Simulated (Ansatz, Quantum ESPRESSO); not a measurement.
# ZnSiS3 (Pm-3m): zone-centre phonons

Wanted: the vibrations of ZnSiS3 (Pm-3m) at Γ, by two programs.

Method: DFT LDA, scalar-relativistic, plane waves, PseudoDojo norm-conserving pseudopotentials, in Quantum ESPRESSO 8.0 development, patched.

The structure was built from a prototype and need not be the compound's stable phase.

## 1. The starting structure

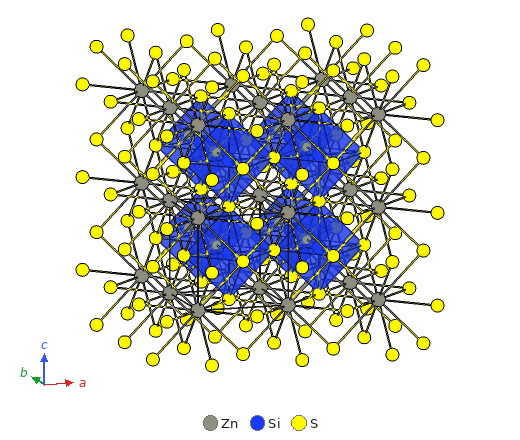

The cell as given, slightly off an axis (zinc grey, silicon blue, sulfur yellow). 2×2×2 cells are drawn. Some periodic images of atoms are drawn too.

Coordinates:

```cif
data_structure
_symmetry_space_group_name_H-M 'Pm-3m'
_symmetry_Int_Tables_number 221
_cell_length_a 4.3456
_cell_length_b 4.3456
_cell_length_c 4.3456
_cell_angle_alpha 90.000
_cell_angle_beta 90.000
_cell_angle_gamma 90.000
_cell_volume 82.06
loop_
_atom_site_label
_atom_site_type_symbol
_atom_site_symmetry_multiplicity
_atom_site_Wyckoff_symbol
_atom_site_fract_x
_atom_site_fract_y
_atom_site_fract_z
_atom_site_occupancy
Zn1 Zn 1 a 0.00000 0.00000 0.00000 1
Si1 Si 1 b 0.50000 0.50000 0.50000 1
S1 S 3 c 0.50000 0.50000 0.00000 1
```

## 2. A first look

Before anything dear is run, a loose run with smearing shows whether this is a metal and how far the cell is from rest.

Input file probe.in:

```
 &control
    calculation='scf',
    prefix='x',
    outdir='./tmp',
    pseudo_dir='./pseudo',
    tprnfor=.true.,
    tstress=.true.,
    verbosity='high',
 /
 &system
    ibrav=1,
    celldm(1)=8.21199385,
    nat=5,
    ntyp=3,
    ecutwfc=84.0,
    occupations='smearing',
    smearing='gaussian',
    degauss=0.01,
 /
 &electrons
    conv_thr=1.0d-07,
    mixing_beta=0.7,
    electron_maxstep=100,
 /
ATOMIC_SPECIES
 Zn     65.3800  Zn.upf
 Si     28.0850  Si.upf
 S      32.0600  S.upf
ATOMIC_POSITIONS crystal
 Zn     0.000000000   0.000000000   0.000000000
 Si     0.500000000   0.500000000   0.500000000
 S      0.500000000   0.500000000   0.000000000
 S      0.500000000   0.000000000   0.500000000
 S      0.000000000   0.500000000   0.500000000
K_POINTS automatic
 4 4 4 0 0 0
```

Command:

```bash
$ OMP_NUM_THREADS=1 mpirun -n 4 pw.x -nk 4 -in probe.in > probe.out
```

Log:

```text
[banners, grids, parts of the stress and lines that vanish by symmetry left out]
Program PWSCF v.8.0dev
     WARNING: in Zn.upf r*V + 2Z of the local potential grows by 2.5E-04 Ry bohr beyond 6 bohr.
     This is noise, and it is removed from  9.08 to  12.95 bohr, as mend_local_tail asks.
[...]
kinetic-energy cutoff     =      84.0000  Ry
     charge density cutoff     =     336.0000  Ry
     scf convergence threshold =      1.0E-07
[...]
Exchange-correlation= SLA-PW-NOGX-NOGC
                           (   1   4   0   0   0   0   0)
[...]
48 Sym. Ops., with inversion, found
[...]
(     0          1          0      )
                  (     0          0          1      )
[...]
(  0.0000000  1.0000000  0.0000000 )
                  (  0.0000000  0.0000000  1.0000000 )
[...]
( -1.0000000  0.0000000  0.0000000 )
                  (  0.0000000  1.0000000  0.0000000 )
[...]
number of k points=    10  Gaussian smearing, width (Ry)=  0.0100
[...]
End of self-consistent calculation
[...]
the Fermi energy is     8.7421 ev
!    total energy              =    -492.63560662 Ry
[...]
convergence has been achieved in   7 iterations
[...]
atom    1 type  1   force =     0.00000000    0.00000000    0.00000000
     atom    2 type  2   force =     0.00000000    0.00000000    0.00000000
     atom    3 type  3   force =     0.00000000    0.00000000    0.00000000
     atom    4 type  3   force =     0.00000000    0.00000000    0.00000000
     atom    5 type  3   force =     0.00000000    0.00000000    0.00000000
[...]
Total force =     0.000000     Total SCF correction =     0.000000
[...]
total   stress  (Ry/bohr**3)                   (kbar)     P=       60.47
[...]
XML data file, charge density, pseudopotentials, collected wavefunctions

   JOB DONE.
```

Run time: 10 s. Hardware: 4 MPI ranks of Intel Xeon Platinum 8259CL at 2.50GHz (Skylake/Cascade Lake), shared host.

Read from the output:

```
volume per atom   : 16.41 Å³
pressure          : 6.047 GPa
gap on the k-mesh : 0 eV
```

No gap opens on this mesh, so smearing is kept; the start stands at 6.0 GPa.

## 3. Relaxation

The relaxation runs at a cutoff a fifth above that of the response, since stress converges more slowly with the basis than frequencies do. Forces and stress are brought to rest with tight thresholds.

Input file relax.in:

```
 &control
    calculation='vc-relax',
    prefix='x',
    outdir='./tmp',
    pseudo_dir='./pseudo',
    tprnfor=.true.,
    tstress=.true.,
    forc_conv_thr=2.0d-05,
    etot_conv_thr=1.0d-07,
    nstep=40,
 /
 &system
    ibrav=1,
    celldm(1)=8.21199385,
    nat=5,
    ntyp=3,
    ecutwfc=101,
    occupations='smearing',
    smearing='mv',
    degauss=0.02,
 /
 &electrons
    conv_thr=1.0d-11,
    mixing_beta=0.7,
    electron_maxstep=100,
 /
 &ions
 /
 &cell
    press_conv_thr=0.2,
 /
ATOMIC_SPECIES
 Zn     65.3800  Zn.upf
 Si     28.0850  Si.upf
 S      32.0600  S.upf
ATOMIC_POSITIONS crystal
 Zn     0.000000000   0.000000000   0.000000000
 Si     0.500000000   0.500000000   0.500000000
 S      0.500000000   0.500000000   0.000000000
 S      0.500000000   0.000000000   0.500000000
 S      0.000000000   0.500000000   0.500000000
K_POINTS automatic
 8 8 8 0 0 0
```

Command:

```bash
$ OMP_NUM_THREADS=1 mpirun -n 4 pw.x -nk 4 -in relax.in > relax.out
```

Log:

```text
[banners, grids, parts of the stress and lines that vanish by symmetry left out]
[banner, memory and clock lines left out]
Program PWSCF v.8.0dev

[...]
kinetic-energy cutoff     =     101.0000  Ry
     charge density cutoff     =     404.0000  Ry
     scf convergence threshold =      1.0E-11
[...]
energy convergence thresh.=      1.0E-07
     force convergence thresh. =      2.0E-05
     press convergence thresh. =      2.0E-01
     Exchange-correlation= SLA-PW-NOGX-NOGC
                           (   1   4   0   0   0   0   0)
[...]
48 Sym. Ops., with inversion, found
[...]
number of k points=    35  Marzari-Vanderbilt smearing, width (Ry)=  0.0200
[...]
End of self-consistent calculation
[...]
the Fermi energy is     8.7909 ev
!    total energy              =    -492.63949051 Ry
[...]
convergence has been achieved in  11 iterations
[...]
atom    1 type  1   force =     0.00000000    0.00000000    0.00000000
     atom    2 type  2   force =     0.00000000    0.00000000    0.00000000
     atom    3 type  3   force =     0.00000000    0.00000000    0.00000000
     atom    4 type  3   force =     0.00000000    0.00000000    0.00000000
     atom    5 type  3   force =     0.00000000    0.00000000    0.00000000
     Total force =     0.000000     Total SCF correction =     0.000000
[...]
total   stress  (Ry/bohr**3)                   (kbar)     P=       53.71
[...]
number of bfgs steps    =   0
[...]
CELL_PARAMETERS (alat=  8.21199385)
[...]
ATOMIC_POSITIONS (crystal)
Zn               0.0000000000        0.0000000000        0.0000000000
Si               0.5000000000        0.5000000000        0.5000000000
S                0.5000000000        0.5000000000        0.0000000000
S                0.5000000000        0.0000000000        0.5000000000
[...]
New effective cutoffs (rho, wfc):  396.66   99.17
[...]
End of self-consistent calculation
[...]
the Fermi energy is     8.3867 ev
!    total energy              =    -492.64359720 Ry
[...]
convergence has been achieved in   8 iterations
[...]
atom    1 type  1   force =     0.00000000    0.00000000    0.00000000
     atom    2 type  2   force =     0.00000000    0.00000000    0.00000000
     atom    3 type  3   force =     0.00000000    0.00000000    0.00000000
     atom    4 type  3   force =     0.00000000    0.00000000    0.00000000
     atom    5 type  3   force =     0.00000000    0.00000000    0.00000000
     Total force =     0.000000     Total SCF correction =     0.000000
[...]
total   stress  (Ry/bohr**3)                   (kbar)     P=       25.92
[...]
number of bfgs steps    =   1
[...]
CELL_PARAMETERS (alat=  8.21199385)
[...]
ATOMIC_POSITIONS (crystal)
[...]
New effective cutoffs (rho, wfc):  389.82   97.46
[...]
End of self-consistent calculation
[...]
the Fermi energy is     8.0084 ev
!    total energy              =    -492.64500992 Ry
[...]
convergence has been achieved in  10 iterations
[...]
atom    1 type  1   force =     0.00000000    0.00000000    0.00000000
     atom    2 type  2   force =     0.00000000    0.00000000    0.00000000
     atom    3 type  3   force =     0.00000000    0.00000000    0.00000000
     atom    4 type  3   force =     0.00000000    0.00000000    0.00000000
[...]
Total force =     0.000000     Total SCF correction =     0.000000
[...]
total   stress  (Ry/bohr**3)                   (kbar)     P=        2.27
[...]
number of bfgs steps    =   2
[...]
CELL_PARAMETERS (alat=  8.21199385)
[...]
ATOMIC_POSITIONS (crystal)
[...]
New effective cutoffs (rho, wfc):  389.16   97.30
[...]
End of self-consistent calculation
[...]
the Fermi energy is     7.9721 ev
!    total energy              =    -492.64502190 Ry
[...]
convergence has been achieved in   8 iterations
[...]
Total force =     0.000000     Total SCF correction =     0.000000
[...]
total   stress  (Ry/bohr**3)                   (kbar)     P=        0.11
[...]
number of bfgs steps    =   3
[...]
CELL_PARAMETERS (alat=  8.21199385)
[...]
ATOMIC_POSITIONS (crystal)
[...]
New effective cutoffs (rho, wfc):  389.13   97.29
[...]
End of self-consistent calculation
[...]
the Fermi energy is     7.9702 ev
!    total energy              =    -492.64502193 Ry
[...]
convergence has been achieved in   6 iterations
[...]
atom    3 type  3   force =     0.00000000    0.00000000    0.00000000
     atom    4 type  3   force =     0.00000000    0.00000000    0.00000000
     atom    5 type  3   force =     0.00000000    0.00000000    0.00000000
     Total force =     0.000000     Total SCF correction =     0.000000
[...]
total   stress  (Ry/bohr**3)                   (kbar)     P=        0.00
[...]
bfgs converged in   5 scf cycles and   4 bfgs steps
[...]
End of BFGS Geometry Optimization
     Final enthalpy           =    -492.6450219267 Ry
     File ./tmp/x.bfgs deleted, as requested
[...]
CELL_PARAMETERS (alat=  8.21199385)
[...]
ATOMIC_POSITIONS (crystal)
[...]
S                0.5000000000        0.0000000000        0.5000000000
S                0.0000000000        0.5000000000        0.5000000000
[...]
Final scf calculation at the relaxed structure.
[...]
kinetic-energy cutoff     =     101.0000  Ry
     charge density cutoff     =     404.0000  Ry
     scf convergence threshold =      1.0E-13
[...]
press convergence thresh. =      2.0E-01
     Exchange-correlation= SLA-PW-NOGX-NOGC
                           (   1   4   0   0   0   0   0)
[...]
48 Sym. Ops., with inversion, found
[...]
number of k points=    35  Marzari-Vanderbilt smearing, width (Ry)=  0.0200
[...]
End of self-consistent calculation
[...]
the Fermi energy is     7.9702 ev
!    total energy              =    -492.64502442 Ry
[...]
convergence has been achieved in  13 iterations
[...]
atom    1 type  1   force =     0.00000000    0.00000000    0.00000000
     atom    2 type  2   force =     0.00000000    0.00000000    0.00000000
     atom    3 type  3   force =     0.00000000    0.00000000    0.00000000
     atom    4 type  3   force =     0.00000000    0.00000000    0.00000000
     atom    5 type  3   force =     0.00000000    0.00000000    0.00000000
     Total force =     0.000000     Total SCF correction =     0.000000
[...]
total   stress  (Ry/bohr**3)                   (kbar)     P=       -0.00
[...]
XML data file, charge density, pseudopotentials, collected wavefunctions
```

Elapsed: 3.7 min, on 4 MPI ranks.

Relaxation path:

| step | energy less that of the first step (eV) | largest force (eV/Å) | pressure (GPa) | volume (Å³) |
| --- | --- | --- | --- | --- |
| 1 | 0.0000 | 0.0000 | 5.37 | 82.06 |
| 2 | -0.0559 | 0.0000 | 2.59 | 84.33 |
| 3 | -0.0751 | 0.0000 | 0.23 | 86.56 |
| 4 | -0.0753 | 0.0000 | 0.01 | 86.78 |
| 5 | -0.0753 | 0.0000 | 0.00 | 86.79 |
| 6 | -0.0753 | 0.0000 | 0.00 | 86.79 |

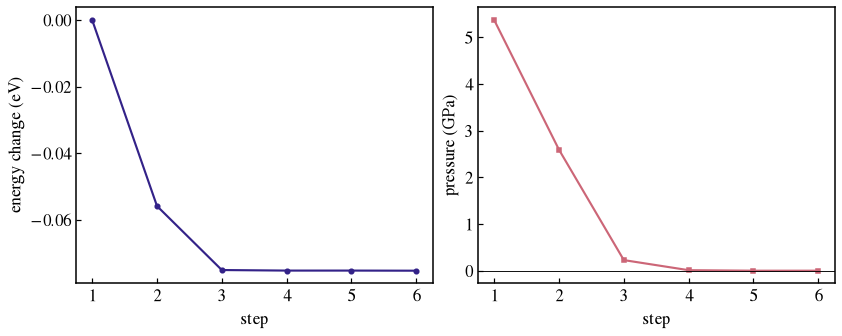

Energy and pressure along the relaxation.

| conventional cell, symmetrised | before | after | change |
| --- | --- | --- | --- |
| a (Å) | 4.346 | 4.428 | +1.9 % |
| b (Å) | 4.346 | 4.428 | +1.9 % |
| c (Å) | 4.346 | 4.428 | +1.9 % |
| volume (Å³/atom) | 16.41 | 17.36 | +5.8 % |

Final coordinates:

```
Zn Si S
1.0
     4.42752    0.00000    0.00000
     0.00000    4.42752    0.00000
     0.00000    0.00000    4.42752
Zn Si S
1 1 3
Direct
  0.00000 0.00000 0.00000
  0.50000 0.50000 0.50000
  0.50000 0.50000 0.00000
  0.50000 0.00000 0.50000
  0.00000 0.50000 0.50000
```

The last row of the table of steps is pw.x's closing run on a basis chosen anew for the final cell, so its energy can jump.

Numbers from this step:

```yaml
volume_per_atom: 17.36 Å³
pressure: 0 GPa
```

The volume changes by +5.8 % from the cell with which this run began.

## 4. Self-consistent run for the response

The response is built on this ground state, so it is converged far tighter than an energy would need. Smearing stays on, as the first look found no gap above 0.3 eV.

Input file scf.in:

```
 &control
    calculation='scf',
    prefix='x',
    outdir='./tmp',
    pseudo_dir='./pseudo',
    tprnfor=.true.,
    tstress=.true.,
 /
 &system
    ibrav=1,
    celldm(1)=8.36680837,
    nat=5,
    ntyp=3,
    ecutwfc=84.0,
    occupations='smearing',
    smearing='mv',
    degauss=0.02,
 /
 &electrons
    conv_thr=1.0d-12,
    mixing_beta=0.7,
    electron_maxstep=100,
 /
ATOMIC_SPECIES
 Zn     65.3800  Zn.upf
 Si     28.0850  Si.upf
 S      32.0600  S.upf
ATOMIC_POSITIONS crystal
 Zn     0.000000000   0.000000000   0.000000000
 Si     0.500000000   0.500000000   0.500000000
 S      0.500000000   0.500000000   0.000000000
 S      0.500000000   0.000000000   0.500000000
 S      0.000000000   0.500000000   0.500000000
K_POINTS automatic
 8 8 8 0 0 0
```

Command:

```bash
$ OMP_NUM_THREADS=1 mpirun -n 4 pw.x -nk 4 -in scf.in > scf.out
```

Log:

```text
[banners, grids, parts of the stress and lines that vanish by symmetry left out]
[banner, memory and clock lines left out]
Program PWSCF v.8.0dev

[...]
kinetic-energy cutoff     =      84.0000  Ry
     charge density cutoff     =     336.0000  Ry
     scf convergence threshold =      1.0E-12
[...]
Exchange-correlation= SLA-PW-NOGX-NOGC
                           (   1   4   0   0   0   0   0)
[...]
48 Sym. Ops., with inversion, found
[...]
number of k points=    35  Marzari-Vanderbilt smearing, width (Ry)=  0.0200
[...]
c_bands:  1 eigenvalues not converged
[...]
End of self-consistent calculation
[...]
the Fermi energy is     7.9702 ev
!    total energy              =    -492.64500523 Ry
[...]
convergence has been achieved in  13 iterations
[...]
atom    1 type  1   force =     0.00000000    0.00000000    0.00000000
     atom    2 type  2   force =     0.00000000    0.00000000    0.00000000
     atom    3 type  3   force =     0.00000000    0.00000000    0.00000000
     atom    4 type  3   force =     0.00000000    0.00000000    0.00000000
     atom    5 type  3   force =     0.00000000    0.00000000    0.00000000
     Total force =     0.000000     Total SCF correction =     0.000000
[...]
total   stress  (Ry/bohr**3)                   (kbar)     P=       -0.01
[...]
XML data file, charge density, pseudopotentials, collected wavefunctions
```

It took 41 s on 4 MPI ranks; 2.7 min of CPU time.

Numbers from this step:

| Quantity | Value |
| --- | --- |
| pressure | -0.001 GPa |

The cell stands at -0.001 GPa, close enough for phonons.

(Continued in part 2 of 3.)

[Host names and launcher messages were left out of these logs when they were recorded.]

[Logs are printed without paths, hosts, clocks, repeated set-up lines and the standing remarks that a program may print on its own settings, such as how far it seeks lower states.]

[Hosts, paths, dates, database ids (printed as entryN), source tags and the programs' standing remarks are cut or masked in the printed files.]
